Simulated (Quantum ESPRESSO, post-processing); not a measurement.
# Al: work function by face, part 6 of 6

Aim: the work function of the low-index faces of Al, their order, and how far the functional matters.

Quantum ESPRESSO 7.5; plane-wave DFT, PBE, PseudoDojo norm-conserving pseudopotentials.

So far. Step 11 (Electrostatic potential of (100)): On (100) the work function under LDA lies +0.14 eV from PBE's. Step 12 (Relaxation with pw.x of (110), PBE): The relaxation lowers the energy by 7 meV an atom. On the free atoms the largest force ends at 0.001 eV/Å.

### Step 13. SCF with pw.x of (110), PBE

Level of this step: plane-wave DFT, PBE, PseudoDojo norm-conserving pseudopotentials (Quantum ESPRESSO 7.5).

Contents of 110.pbe.in:

```
&control
  prefix = '110.pbe'
  outdir = './out'
  pseudo_dir = './pseudo'
  calculation = 'scf'
  tprnfor = .true.
/
&system
  ibrav = 0
  nat = 7
  ntyp = 1
  ecutwfc = 32
  ecutrho = 128
  occupations = 'smearing'
  smearing = 'mv'
  degauss = 0.02
/
&electrons
  conv_thr = 1e-07
  mixing_beta = 0.4
  electron_maxstep = 120
  mixing_mode = 'local-TF'
/
ATOMIC_SPECIES
  Al  26.9815  Al.dojo-sr-pbe-0.4.1-standard.upf
CELL_PARAMETERS angstrom
  4.05000000000000 0.00000000000000 0.00000000000000
  0.00000000000000 2.86378246380552 0.00000000000000
  0.00000000000000 0.00000000000000 24.59134739141656
ATOMIC_POSITIONS crystal
  Al  0.000000000000 0.000000000000 0.328491377000
  Al  0.500000000000 0.500000000000 0.380390854400
  Al  0.000000000000 0.000000000000 0.441772558900
  Al  0.500000000000 0.500000000000 0.500000000000
  Al  0.000000000000 0.000000000000 0.558227441100
  Al  0.500000000000 0.500000000000 0.619609145600
  Al  0.000000000000 0.000000000000 0.671508623000
K_POINTS automatic
  8 10 1 0 0 0
```

Command:

```console
$ OMP_NUM_THREADS=1 mpirun -n 4 pw.x -nk 4 -in 110.pbe.in > 110.pbe.out
```

The program printed:

```text
[banner, memory and clock lines left out]
Program PWSCF v.7.5 starts
[citation notice left out]

[...]
Message from routine setup:
[...]
bravais-lattice index     =            0
     lattice parameter (alat)  =       7.6534  a.u.
     unit-cell volume          =    1924.7484 (a.u.)^3
     number of atoms/cell      =            7
     number of atomic types    =            1
     number of electrons       =        21.00
     number of Kohn-Sham states=           15
     kinetic-energy cutoff     =      32.0000  Ry
     charge density cutoff     =     128.0000  Ry
     scf convergence threshold =      1.0E-07
     mixing beta               =       0.4000
     number of iterations used =            8  local-TF  mixing
     Exchange-correlation= PBE
                           (   1   4   3   4   0   0   0)

[...]
PseudoPot. # 1 for Al read from file:
     ./pseudo/Al.dojo-sr-pbe-0.4.1-standard.upf
     Pseudo is Norm-conserving + core correction, Zval =  3.0
     Generated using ONCVPSP code by D. R. Hamann
     Using radial grid of 1876 points,  6 beta functions with:
                l(1) =   0
                l(2) =   0
                l(3) =   1
                l(4) =   1
                l(5) =   2
                l(6) =   2

     atomic species   valence    mass     pseudopotential
     Al                3.00    26.98150     Al( 1.00)

      8 Sym. Ops., with inversion, found

[...]
number of k points=    30  Marzari-Vanderbilt smearing, width (Ry)=  0.0200
[...]
Dense  grid:    47039 G-vectors     FFT dimensions: (  27,  20, 180)

     Initial potential from superposition of free atoms

     starting charge      20.9829, renormalised to      21.0000

     negative rho (up, down):  4.140E-05 0.000E+00
     Starting wfcs are   28 randomized atomic wfcs

     per-process dynamical memory:    46.6 Mb

     Self-consistent Calculation

     iteration #  1     ecut=    32.00 Ry     beta= 0.40
     Davidson diagonalization with overlap
     ethr =  1.00E-02,  avg # of iterations =  3.3

     total energy              =     -32.35814835 Ry
     estimated scf accuracy    <       0.50757898 Ry

     iteration #  2     ecut=    32.00 Ry     beta= 0.40
[...]
total energy              =     -32.29866455 Ry
     estimated scf accuracy    <       0.32407054 Ry

     iteration #  3     ecut=    32.00 Ry     beta= 0.40
[...]
total energy              =     -32.33484393 Ry
     estimated scf accuracy    <       0.02573329 Ry

     iteration #  4     ecut=    32.00 Ry     beta= 0.40
[...]
total energy              =     -32.33909800 Ry
     estimated scf accuracy    <       0.02099337 Ry

     iteration #  5     ecut=    32.00 Ry     beta= 0.40
[...]
total energy              =     -32.33606365 Ry
     estimated scf accuracy    <       0.02482759 Ry

     iteration #  6     ecut=    32.00 Ry     beta= 0.40
[...]
negative rho (up, down):  3.646E-06 0.000E+00

[...]
total energy              =     -32.33536275 Ry
     estimated scf accuracy    <       0.00921150 Ry

[...]
iteration # 12     ecut=    32.00 Ry     beta= 0.40
[...]
negative rho (up, down):  1.892E-05 0.000E+00

[...]
total energy              =     -32.33599488 Ry
     estimated scf accuracy    <       0.00000253 Ry

     iteration # 13     ecut=    32.00 Ry     beta= 0.40
[...]
negative rho (up, down):  4.116E-06 0.000E+00

[...]
total energy              =     -32.33599598 Ry
     estimated scf accuracy    <       0.00000316 Ry

     iteration # 14     ecut=    32.00 Ry     beta= 0.40
[...]
negative rho (up, down):  8.347E-06 0.000E+00

[...]
total energy              =     -32.33599631 Ry
     estimated scf accuracy    <       0.00000012 Ry

     iteration # 15     ecut=    32.00 Ry     beta= 0.40
[...]
c_bands:  1 eigenvalues not converged
[...]
End of self-consistent calculation

          k = 0.0000 0.0000 0.0000 (  5851 PWs)   bands (ev):

    -9.8991  -9.0056  -7.5568  -5.4412  -3.2183  -1.7427  -0.9894  -0.9333
    -0.3816   0.3960   0.5476   1.1380   2.2497   2.4950   3.4121

          k = 0.0000 0.1414 0.0000 (  5869 PWs)   bands (ev):

    -9.7190  -8.8264  -7.3790  -5.2652  -3.0460  -1.5771  -0.8255  -0.7677
    -0.2097   0.5613   0.7163   1.2868   2.3950   2.6608   3.5307

[...]
the Fermi energy is     0.8763 ev

!    total energy              =     -32.33599636 Ry
     estimated scf accuracy    <          4.1E-09 Ry
     smearing contrib. (-TS)   =      -0.00038009 Ry
     internal energy E=F+TS    =     -32.33561628 Ry

     The total energy is F=E-TS. E is the sum of the following terms:
     one-electron contribution =    -340.68787464 Ry
     hartree contribution      =     175.17665031 Ry
     xc contribution           =     -14.85336773 Ry
     ewald contribution        =     148.02897578 Ry

     convergence has been achieved in  15 iterations

     Forces acting on atoms (cartesian axes, Ry/au):

     atom    1 type  1   force =     0.00000000    0.00000000   -0.00008990
     atom    2 type  1   force =     0.00000000    0.00000000    0.00039534
     atom    3 type  1   force =     0.00000000    0.00000000   -0.00371129
     atom    4 type  1   force =     0.00000000    0.00000000    0.00000000
     atom    5 type  1   force =     0.00000000    0.00000000    0.00371129
     atom    6 type  1   force =     0.00000000    0.00000000   -0.00039534
     atom    7 type  1   force =     0.00000000    0.00000000    0.00008990

     Total force =     0.005280     Total SCF correction =     0.000057

[...]
```

Run time: 23 s. Hardware: 4 MPI ranks of Intel Xeon Platinum 8488C (Sapphire Rapids), shared host; peak memory 0.39 GiB.

Read from the output:

| Item | Value |
| --- | --- |
| free energy | -439.9536 eV |
| Fermi energy | 0.8763 eV |

### Step 14. Electrostatic potential of (110)

Contents of 110.pbe.pot.in:

```
&inputpp
  prefix = '110.pbe'
  outdir = './out'
  filplot = '110.pbe.pot.dat'
  plot_num = 11
/
```

Command:

```console
$ OMP_NUM_THREADS=1 mpirun -n 4 pp.x -in 110.pbe.pot.in > 110.pbe.pot.out
```

The program printed:

```text
[banner, memory and clock lines left out]
Program POST-PROC v.7.5 starts

          URL

     ./out/110.pbe.save/

     IMPORTANT: XC functional enforced from input :
     Exchange-correlation= PBE
                           (   1   4   3   4   0   0   0)
     Any further DFT definition will be discarded
     Please, verify this is what you really want

     Calling punch_plot, plot_num =  11
     Writing data to file  110.pbe.pot.dat
     Message from routine chdens:
     namelist plot not found or invalid, exiting
```

Wall time 1.2 s (4 MPI ranks); peak memory 0.1 GiB; 4.1 s of CPU time.

Read from the output:

| Property | Result |
| --- | --- |
| work function of the upper face | 4.030 eV |
| slope of the potential above | 1.94e-4 eV/Å |
| upper vacuum line continued to the top atoms, over the Fermi level | 4.029 eV |
| work function of the lower face | 4.030 eV |
| slope of the potential below | -1.08e-4 eV/Å |
| lower vacuum line continued to the bottom atoms, over the Fermi level | 4.030 eV |

The potential energy, planar mean oscillates, so the rows of the table below give means over windows of 1.37 Å about each position, cut where the curve ends. Its maxima inside the range that stand out by 2 % of the span (Å: eV): 8.7: -6.42, 10.1: -4.13, 11.6: -4.89, 13.0: -4.89, 14.5: -4.13, 15.8: -6.42. Its minima: 8.2: -8.61, 9.3: -8.85, 10.9: -8.57, 12.3: -8.75, 13.7: -8.57, 15.3: -8.85, 16.4: -8.61.

Electrostatic potential energy of an electron; zero at the Fermi level. Table of potential energy, planar mean by z; means over each step:

```tsv
z (Å)	potential energy, planar mean (eV)
0.69	4.03
2.06	4.03
3.43	4.03
4.79	4.01
6.17	3.56
7.54	-3.17
8.91	-7.78
10.28	-6.31
11.65	-6.86
13.02	-6.85
14.39	-6.29
15.76	-7.81
17.12	-2.62
18.50	3.63
19.86	4.02
21.23	4.03
22.61	4.03
23.98	4.03
```

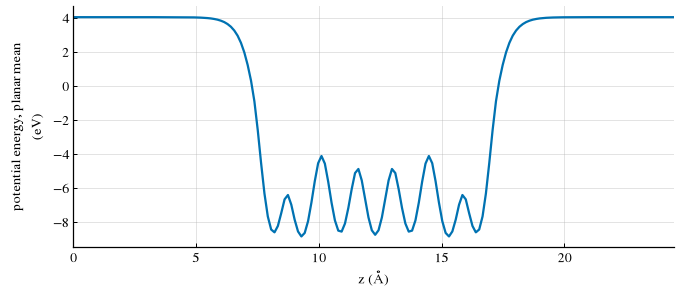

Potential energy, planar mean against z.

### Step 15. SCF with pw.x of (110), LDA

Level of this step: plane-wave DFT, LDA, PseudoDojo norm-conserving pseudopotentials (Quantum ESPRESSO 7.5).

110.lda.in is the input of step 13 with these lines changed:

```diff
@@ -1,3 +1,3 @@
 &control
-  prefix = '110.pbe'
+  prefix = '110.lda'
   outdir = './out'
@@ -24,3 +24,3 @@
 ATOMIC_SPECIES
-  Al  26.9815  Al.dojo-sr-pbe-0.4.1-standard.upf
+  Al  26.9815  Al.dojo-sr-lda-0.4.1-standard.upf
 CELL_PARAMETERS angstrom
```

Command:

```console
$ OMP_NUM_THREADS=1 mpirun -n 4 pw.x -nk 4 -in 110.lda.in > 110.lda.out
```

The program printed:

```text
[banner, memory and clock lines left out]
Program PWSCF v.7.5 starts
[...]
Message from routine setup:
[...]
number of electrons       =        21.00
     number of Kohn-Sham states=           15
     kinetic-energy cutoff     =      32.0000  Ry
     charge density cutoff     =     128.0000  Ry
[...]
number of k points=    30  Marzari-Vanderbilt smearing, width (Ry)=  0.0200
[...]
Dense  grid:    47039 G-vectors     FFT dimensions: (  27,  20, 180)
[...]
negative rho (up, down):  4.463E-05 0.000E+00
     Starting wfcs are   28 randomized atomic wfcs
[...]
estimated scf accuracy    <       0.52481079 Ry
[...]
estimated scf accuracy    <       0.32679013 Ry
[...]
estimated scf accuracy    <       0.02587274 Ry
[...]
estimated scf accuracy    <       0.02183502 Ry
[...]
estimated scf accuracy    <       0.02578769 Ry
[...]
negative rho (up, down):  8.632E-05 0.000E+00
[...]
estimated scf accuracy    <       0.00951603 Ry
[...]
negative rho (up, down):  4.788E-03 0.000E+00
[...]
estimated scf accuracy    <       0.00191568 Ry
[...]
negative rho (up, down):  7.725E-03 0.000E+00
[...]
estimated scf accuracy    <       0.00114585 Ry
[...]
negative rho (up, down):  3.931E-03 0.000E+00
[...]
estimated scf accuracy    <       0.00047679 Ry
[...]
negative rho (up, down):  3.325E-04 0.000E+00
[...]
estimated scf accuracy    <       0.00010345 Ry
[...]
negative rho (up, down):  3.971E-05 0.000E+00
[...]
estimated scf accuracy    <       0.00000248 Ry
[...]
negative rho (up, down):  3.524E-05 0.000E+00
[...]
estimated scf accuracy    <       0.00000174 Ry
[...]
the Fermi energy is     0.6946 ev
!    total energy              =     -32.95199500 Ry
     estimated scf accuracy    <       0.00000009 Ry
     smearing contrib. (-TS)   =      -0.00034577 Ry
     internal energy E=F+TS    =     -32.95164923 Ry
[...]
one-electron contribution =    -340.95712998 Ry
     hartree contribution      =     175.21938336 Ry
     xc contribution           =     -15.24287840 Ry
     ewald contribution        =     148.02897578 Ry
     convergence has been achieved in  13 iterations
[...]
Total force =     0.012456     Total SCF correction =     0.000209
[...]
```

The job ended after 19 s (4 MPI ranks; peak memory 0.39 GiB; 74 s of CPU time).

Numbers from this step:

| Quantity | Value |
| --- | --- |
| free energy | -448.3347 eV |
| Fermi energy | 0.6946 eV |

### Step 16. Electrostatic potential of (110)

Contents of 110.lda.pot.in:

```
&inputpp
  prefix = '110.lda'
  outdir = './out'
  filplot = '110.lda.pot.dat'
  plot_num = 11
/
```

Command:

```console
$ OMP_NUM_THREADS=1 mpirun -n 4 pp.x -in 110.lda.pot.in > 110.lda.pot.out
```

It took 1.3 s on 4 MPI ranks; peak memory 0.1 GiB; 4.2 s of CPU time.

Read from the output:

| Property | Result |
| --- | --- |
| work function of the upper face | 4.194 eV |
| slope of the potential above | 1.80e-4 eV/Å |
| upper vacuum line continued to the top atoms, over the Fermi level | 4.193 eV |
| work function of the lower face | 4.194 eV |
| slope of the potential below | -1.42e-4 eV/Å |
| lower vacuum line continued to the bottom atoms, over the Fermi level | 4.194 eV |

On (110) the work function under LDA lies +0.16 eV from PBE's.

### Step 17. The series side by side

All levels:

```tsv
level	work function (eV)	CPU time (s)
(111), PBE	4.103	38.8
(111), LDA	4.266	36.53
(100), PBE	4.223	37.15
(100), LDA	4.366	40.46
(110), PBE	4.03	89.93
(110), LDA	4.194	73.83
```

### Step 18. A check by hand

For (111) under PBE, on the run's own zero: φ = 5.575 − (1.472) = 4.103 eV.

### Step 19. Summary of results

| Item | Value |
| --- | --- |
| work function of (111), PBE | 4.10 eV |
| work function of (111), LDA | 4.27 eV |
| work function of (100), PBE | 4.22 eV |
| work function of (100), LDA | 4.37 eV |
| work function of (110), PBE | 4.03 eV |
| work function of (110), LDA | 4.19 eV |

Under PBE the work functions are 4.22 eV on (100), 4.10 eV on (111) and 4.03 eV on (110). In order of packing, from 7.10 to 11.60 Å² an atom, the faces are (111), (100) and (110). The work function doesn't follow that order throughout, so smoothing alone doesn't explain it; the states near the Fermi level, surface states and relaxation differ from face to face. LDA lies +0.14 to +0.16 eV from PBE on the same atoms, nearly a rigid shift. The top two spacings change by +0.8 and -0.4 % on (111), +1.5 and +3.5 % on (100) and -10.9 and +5.4 % on (110). Electron diffraction gives +1.7 ± 0.3 % on (111) and −8.4 % on (110), as quoted in arxiv:0801.1077 (2008). The slabs are thin and unreconstructed, at the tabulated lattice constant; thickness and mesh leave some 0.05 to 0.1 eV open.

Calculation against experiment:

| quantity | measured | PBE | LDA |
| --- | --- | --- | --- |
| work function of (111) (eV) | 4.32 | 4.10 (-0.22 eV) | 4.27 (-0.05 eV) |
| work function of (100) (eV) | 4.32 | 4.22 (-0.10 eV) | 4.37 (+0.05 eV) |
| work function of (110) (eV) | 4.23 | 4.03 (-0.20 eV) | 4.19 (-0.04 eV) |

Measured values from arxiv:1702.08515 (2017).

**Verdict.** The grades are ours: good and fair within 3 and 7 % for the work function of (111), 3 and 7 % for the work function of (100) and 3 and 7 % for the work function of (110). Other measurements of the same face can differ from the value quoted by 0.1 to 0.2 eV.

[Logs are printed without paths, hosts, clocks, repeated set-up lines and the standing remarks that a program may print on its own settings, such as how far it seeks lower states.]

[Hosts, paths, dates, database ids (printed as entryN), source tags and the programs' standing remarks are cut or masked in the printed files.]

[Maps of the electrostatic potential energy from Ansatz leave out the sawtooth potential of an applied field or a dipole correction, so their vacuum need not be flat; planar profiles and work functions include it.]
